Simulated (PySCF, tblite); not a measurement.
# C₅H₈O₃Si: dynamics, then NMR shifts on frames, part 2 of 2

tblite 0.8.0 and PySCF 2.14.0. Atoms count from 0. The steps go on from the part before.

## Step 5: Nuclear shieldings: 625 fs, PBE0/pcSseg-1

What the job is given:

```
{"job": {"kind": "nmr", "xc": "PBE0", "basis": "pcSseg-1", "pop": false}, "charge": 0, "multiplicity": 1}
C     -0.599400     3.052400     1.345400
C     -0.961300     2.096600     0.692000
Si    -0.785300     0.481500    -0.248900
O     -2.167500    -0.391700     0.114300
C     -3.420600     0.190400     0.164400
O      0.430000    -0.502900     0.266000
C      1.625800    -0.316300    -0.339800
C      2.492600    -1.584100    -0.421200
O      1.893100     0.763900    -0.800200
H     -0.405200     3.884100     1.904000
H     -0.617200     0.506200    -1.674200
H     -3.877100    -0.111000     1.162000
H     -4.028200    -0.251100    -0.714400
H     -3.471200     1.257900     0.099900
H      2.952500    -1.670200     0.537800
H      3.196400    -1.436800    -1.291000
H      1.847100    -2.442800    -0.547500
```

With the program's defaults for keys left out, this is: GIAO PBE0/pcSseg-1 NMR shielding, non-relativistic, gas phase.

What it wrote:

```text
coarse grid: 15272 points
cycle   1  E = -709.5368755855  dE =  1.338e+00  |g| = 1.144e+00  |ddm| = 3.760e+00
cycle   2  E = -709.1297623391  dE =  4.071e-01  |g| = 1.889e+00  |ddm| = 2.191e+00
cycle   3  E = -709.7650465149  dE = -6.353e-01  |g| = 2.753e-01  |ddm| = 1.527e+00
cycle   4  E = -709.7779494757  dE = -1.290e-02  |g| = 1.063e-01  |ddm| = 2.389e-01
cycle   5  E = -709.7797028466  dE = -1.753e-03  |g| = 3.147e-02  |ddm| = 8.100e-02
cycle   6  E = -709.7799172193  dE = -2.144e-04  |g| = 5.623e-03  |ddm| = 3.152e-02
cycle   7  E = -709.7799220236  dE = -4.804e-06  |g| = 2.748e-03  |ddm| = 5.464e-03
final grid: 144568 points
cycle   8  E = -709.8651525989  dE = -1.319e-05  |g| = 1.491e-02  |ddm| = 2.634e-02
cycle   9  E = -709.8650784166  dE =  7.418e-05  |g| = 2.460e-02  |ddm| = 2.544e-02
cycle  10  E = -709.8651909249  dE = -1.125e-04  |g| = 3.313e-03  |ddm| = 1.700e-02
cycle  11  E = -709.8651934067  dE = -2.482e-06  |g| = 5.737e-04  |ddm| = 2.387e-03
cycle  12  E = -709.8651934710  dE = -6.431e-08  |g| = 1.805e-04  |ddm| = 5.050e-04
cycle  13  E = -709.8651934768  dE = -5.816e-09  |g| = 1.011e-04  |ddm| = 1.694e-04
cycle  14  E = -709.8651934788  dE = -2.035e-09  |g| = 1.877e-05  |ddm| = 7.535e-05
cycle  15  E = -709.8651934789  dE = -7.185e-11  |g| = 4.033e-06  |ddm| = 1.870e-05
converged SCF energy = -709.8651934789

GIAO shielding tensors (ppm)
atom      isotropic    diamagn.    paramagn.     s11        s22        s33       span
  0 C       79.014     256.108    -177.095    -14.309      0.045    251.304    265.613
  1 C       96.299     275.366    -179.067     -2.788      3.744    287.940    290.728
  2 Si     392.654     883.658    -491.004    374.889    386.403    416.669     41.780
  3 O      314.240     402.012     -87.772    260.186    316.734    365.800    105.614
  4 C      130.298     238.651    -108.352    102.435    110.758    177.702     75.267
  5 O       88.867     404.929    -316.062    -25.972    120.438    172.135    198.107
  6 C        5.297     252.203    -246.906   -100.059     46.846     69.106    169.165
  7 C      158.101     251.667     -93.566    134.653    147.844    191.806     57.153
  8 O     -166.196     405.086    -571.282   -424.089   -290.385    215.885    639.974
  9 H       30.844      32.988      -2.144     25.496     25.688     41.349     15.853
 10 H       27.051      32.970      -5.919     23.642     25.968     31.541      7.899
 11 H       26.671      25.396       1.274     22.270     24.317     33.426     11.156
 12 H       26.497      24.761       1.735     21.784     24.440     33.265     11.481
 13 H       28.122      27.195       0.926     24.249     27.311     32.805      8.555
 14 H       29.527      28.465       1.063     26.629     28.031     33.922      7.292
 15 H       28.458      26.416       2.042     24.619     26.959     33.797      9.178
 16 H       29.373      30.403      -1.030     25.367     29.554     33.197      7.831
```

Wall time 29 s (1 thread of Arm Neoverse V1, shared host); peak memory 0.92 GiB.

This run: δ C6 181.6, C0 107.9, C1 90.6, C4 56.6, H12 5.22, H11 5.05 ppm.

## Step 6: NMR shieldings: 800 fs, PBE0/pcSseg-1

What the job is given:

```
{"job": {"kind": "nmr", "xc": "PBE0", "basis": "pcSseg-1", "pop": false}, "charge": 0, "multiplicity": 1}
C     -0.572200     3.166700     1.411300
C     -1.067400     2.153500     0.943200
Si    -1.174900     0.627800    -0.094100
O     -2.248700    -0.525600     0.442000
C     -3.599800    -0.767400     0.269800
O      0.191100    -0.320400    -0.248200
C      1.524500    -0.108200     0.097100
C      2.173300    -1.362800     0.550200
O      1.936100     1.035600     0.056100
H     -0.343800     4.081000     1.845100
H     -1.441800     1.064200    -1.468200
H     -3.844700    -1.420700    -0.559200
H     -4.080100     0.303700     0.171800
H     -3.996300    -1.207000     1.228600
H      2.876200    -1.048900     1.293800
H      2.798100    -1.713600    -0.238500
H      1.373200    -2.004400     0.830900
```

Method: GIAO PBE0/pcSseg-1 NMR shielding, non-relativistic, gas phase.

What it wrote:

```text
coarse grid: 15272 points
cycle   1  E = -709.5180769305  dE =  1.283e+00  |g| = 1.164e+00  |ddm| = 3.746e+00
cycle   2  E = -709.0641752968  dE =  4.539e-01  |g| = 1.961e+00  |ddm| = 2.190e+00
cycle   3  E = -709.7536947431  dE = -6.895e-01  |g| = 2.969e-01  |ddm| = 1.523e+00
cycle   4  E = -709.7686704811  dE = -1.498e-02  |g| = 1.184e-01  |ddm| = 2.575e-01
cycle   5  E = -709.7708688995  dE = -2.198e-03  |g| = 3.444e-02  |ddm| = 9.140e-02
cycle   6  E = -709.7711204235  dE = -2.515e-04  |g| = 1.010e-02  |ddm| = 3.376e-02
cycle   7  E = -709.7711390505  dE = -1.863e-05  |g| = 5.643e-03  |ddm| = 9.504e-03
cycle   8  E = -709.7711467199  dE = -7.669e-06  |g| = 5.967e-04  |ddm| = 3.748e-03
final grid: 144568 points
cycle   9  E = -709.8563974266  dE = -1.533e-05  |g| = 1.494e-02  |ddm| = 2.299e-02
cycle  10  E = -709.8563349943  dE =  6.243e-05  |g| = 2.396e-02  |ddm| = 2.317e-02
cycle  11  E = -709.8564365702  dE = -1.016e-04  |g| = 2.633e-03  |ddm| = 1.485e-02
cycle  12  E = -709.8564378456  dE = -1.275e-06  |g| = 5.787e-04  |ddm| = 1.843e-03
cycle  13  E = -709.8564379058  dE = -6.018e-08  |g| = 1.685e-04  |ddm| = 4.980e-04
cycle  14  E = -709.8564379108  dE = -4.941e-09  |g| = 7.890e-05  |ddm| = 1.425e-04
cycle  15  E = -709.8564379121  dE = -1.341e-09  |g| = 2.707e-05  |ddm| = 6.319e-05
cycle  16  E = -709.8564379123  dE = -1.826e-10  |g| = 4.003e-06  |ddm| = 2.294e-05
converged SCF energy = -709.8564379123

GIAO shielding tensors (ppm)
atom      isotropic    diamagn.    paramagn.     s11        s22        s33       span
  0 C       76.181     255.834    -179.652    -16.417      0.623    244.338    260.755
  1 C       97.755     274.467    -176.712     -2.220      7.679    287.806    290.026
  2 Si     407.467     883.503    -476.036    387.810    395.191    439.400     51.589
  3 O      309.849     405.701     -95.852    272.515    306.419    350.612     78.097
  4 C      128.477     238.759    -110.282     98.613    111.515    175.304     76.691
  5 O       83.373     406.983    -323.610    -28.493     86.139    192.472    220.965
  6 C        4.717     251.810    -247.093   -112.341     60.980     65.512    177.853
  7 C      165.546     252.021     -86.475    145.306    154.235    197.096     51.790
  8 O     -174.667     404.714    -579.381   -434.348   -323.205    233.552    667.900
  9 H       30.075      31.774      -1.700     24.926     25.385     39.913     14.987
 10 H       26.581      31.845      -5.265     23.933     24.525     31.284      7.351
 11 H       27.559      27.194       0.366     23.603     25.226     33.848     10.245
 12 H       25.820      23.720       2.100     20.331     24.620     32.508     12.178
 13 H       26.753      25.489       1.264     22.595     24.731     32.932     10.337
 14 H       29.851      28.818       1.032     26.380     28.297     34.875      8.495
 15 H       29.749      28.517       1.232     26.976     27.516     34.756      7.780
 16 H       29.456      31.267      -1.811     24.405     30.924     33.040      8.635
```

It took 29 s on 1 thread of Arm Neoverse V1, shared host; peak memory 0.91 GiB.

In short: δ C6 182.2, C0 110.7, C1 89.2, C4 58.4, H12 5.90, H10 5.14 ppm.

## Step 7: NMR shieldings: 1000 fs, PBE0/pcSseg-1

What the job is given:

```
{"job": {"kind": "nmr", "xc": "PBE0", "basis": "pcSseg-1", "pop": false}, "charge": 0, "multiplicity": 1}
C     -1.096000     3.363500     1.517700
C     -1.416800     2.309200     1.063700
Si    -1.260000     0.770400     0.053900
O     -2.661200    -0.114800     0.095000
C     -3.901400     0.432900    -0.287400
O     -0.069200    -0.228100     0.684700
C      1.246300    -0.002500     0.670400
C      2.201300    -1.108800     1.028100
O      1.653100     1.118800     0.359000
H     -1.130000     4.301000     1.903000
H     -0.663400     1.192600    -1.231100
H     -4.480400     0.710000     0.596700
H     -4.541300    -0.176100    -0.934500
H     -3.776100     1.311700    -0.898500
H      3.166400    -0.958300     0.478600
H      1.776700    -2.074800     0.888400
H      2.354000    -1.028500     2.126600
```

Level: GIAO PBE0/pcSseg-1 NMR shielding, non-relativistic, gas phase.

What it wrote:

```text
coarse grid: 15272 points
cycle   1  E = -709.5299071636  dE =  1.348e+00  |g| = 1.151e+00  |ddm| = 3.767e+00
cycle   2  E = -709.0594596758  dE =  4.704e-01  |g| = 1.962e+00  |ddm| = 2.238e+00
cycle   3  E = -709.7564300303  dE = -6.970e-01  |g| = 3.502e-01  |ddm| = 1.584e+00
cycle   4  E = -709.7782228760  dE = -2.179e-02  |g| = 1.090e-01  |ddm| = 2.891e-01
cycle   5  E = -709.7799939775  dE = -1.771e-03  |g| = 3.643e-02  |ddm| = 9.083e-02
cycle   6  E = -709.7802754682  dE = -2.815e-04  |g| = 1.047e-02  |ddm| = 3.745e-02
cycle   7  E = -709.7802959879  dE = -2.052e-05  |g| = 5.338e-03  |ddm| = 9.533e-03
cycle   8  E = -709.7803026391  dE = -6.651e-06  |g| = 8.533e-04  |ddm| = 3.748e-03
final grid: 144568 points
cycle   9  E = -709.8653389907  dE = -1.669e-05  |g| = 1.459e-02  |ddm| = 2.670e-02
cycle  10  E = -709.8652817205  dE =  5.727e-05  |g| = 2.311e-02  |ddm| = 2.339e-02
cycle  11  E = -709.8653762326  dE = -9.451e-05  |g| = 2.830e-03  |ddm| = 1.491e-02
cycle  12  E = -709.8653777355  dE = -1.503e-06  |g| = 5.506e-04  |ddm| = 1.936e-03
cycle  13  E = -709.8653777901  dE = -5.459e-08  |g| = 1.648e-04  |ddm| = 5.157e-04
cycle  14  E = -709.8653777953  dE = -5.176e-09  |g| = 6.312e-05  |ddm| = 1.452e-04
cycle  15  E = -709.8653777961  dE = -7.610e-10  |g| = 2.722e-05  |ddm| = 5.718e-05
converged SCF energy = -709.8653777961

GIAO shielding tensors (ppm)
atom      isotropic    diamagn.    paramagn.     s11        s22        s33       span
  0 C       82.251     254.299    -172.047     -2.976      1.139    248.591    251.567
  1 C       93.992     275.602    -181.610     -7.208      1.934    287.250    294.458
  2 Si     400.987     883.470    -482.483    365.838    392.455    444.667     78.829
  3 O      329.532     400.333     -70.801    294.065    326.393    368.137     74.072
  4 C      137.996     234.725     -96.729    104.637    119.369    189.982     85.345
  5 O      112.214     405.792    -293.577     -0.218    153.321    183.540    183.759
  6 C        2.785     250.784    -247.999   -109.730     50.216     67.869    177.599
  7 C      160.707     249.619     -88.912    138.577    152.649    190.895     52.318
  8 O     -199.525     405.871    -605.397   -491.367   -323.226    216.018    707.385
  9 H       30.948      31.817      -0.868     25.708     26.013     41.123     15.415
 10 H       26.013      32.801      -6.788     23.513     24.343     30.184      6.671
 11 H       27.894      24.655       3.239     23.463     25.509     34.710     11.246
 12 H       27.926      25.448       2.478     23.989     25.261     34.529     10.540
 13 H       28.524      26.494       2.030     23.828     26.907     34.838     11.010
 14 H       28.384      27.238       1.145     24.584     26.970     33.596      9.012
 15 H       30.045      30.790      -0.746     25.964     29.480     34.690      8.726
 16 H       28.625      26.652       1.973     25.744     27.005     33.125      7.381
```

Run time: 28 s. Hardware: 1 thread of Arm Neoverse V1, shared host; peak memory 0.97 GiB.

Key values: δ C6 184.1, C0 104.7, C1 92.9, C4 48.9, H10 5.70, H11 3.82 ppm.

## Step 8: Run by run: NMR shifts

Shifts (ppm) of some atoms, chosen among heavy atoms and hydrogens apart, with basis size and wall time:

```csv
frame,C0,H9,H12,Si2,O8,O5,O3,functions,time
250 fs,103.9,3.96,3.13,-53.9,470.4,248.0,31.4,200,28 s
425 fs,97.3,0.92,4.57,-45.7,470.4,244.4,19.5,200,28 s
625 fs,107.9,0.87,5.22,-43.5,502.3,247.2,21.8,200,29 s
800 fs,110.7,1.64,5.90,-58.3,510.7,252.7,26.2,200,29 s
1000 fs,104.7,0.77,3.79,-51.8,535.6,223.9,6.5,200,28 s
```

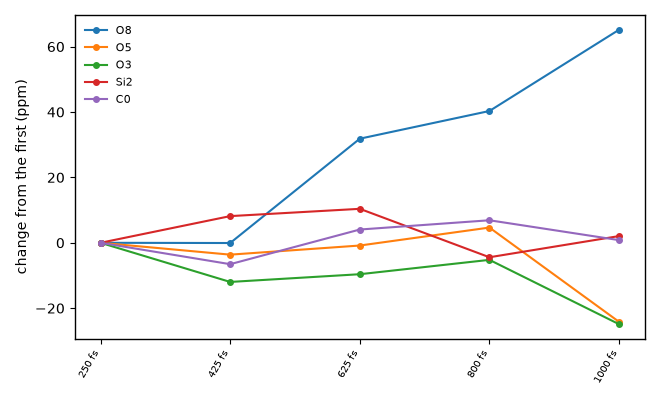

How five of the tabulated atoms move from run to run.

## Step 9: Outcome

This closing draws on all 2 parts.

```
                                       quantity                                               value
                                     thermostat                                               300 K
                  mean temperature, second half                                               316 K
        mean potential energy above the minimum                                             0.63 eV
 ¹³C shifts against TMS (PBE0/pcSseg-1, 250 fs)                  175.3, 103.9, 85.9, 45.6, 31.8 ppm
  ¹H shifts against TMS (PBE0/pcSseg-1, 250 fs)  5.57, 3.96, 3.87, 3.15, 3.13, 3.05, 3.03, 2.76 ppm
²⁹Si shifts against TMS (PBE0/pcSseg-1, 250 fs)                                           -53.9 ppm
 ¹⁷O shifts against H2O (PBE0/pcSseg-1, 250 fs)                              470.4, 248.0, 31.4 ppm
                       range of the shift of O8                                  470.4 to 535.6 ppm
```

In the second half the potential energy averages 0.63 eV above the minimum; equipartition over 45 harmonic modes at 300 K would give 0.58 eV. With 17 atoms the temperature swings widely (216 to 418 K). Shifts at one fixed geometry are not the observed spectrum, which averages over the motion. In the first frame run (250 fs): The widest tensor belongs to O8: span 641 ppm, with a paramagnetic part of -536 ppm. Across the 5 runs the shift of O8 moves most, between 470.4 (425 fs) and 535.6 ppm (1000 fs).
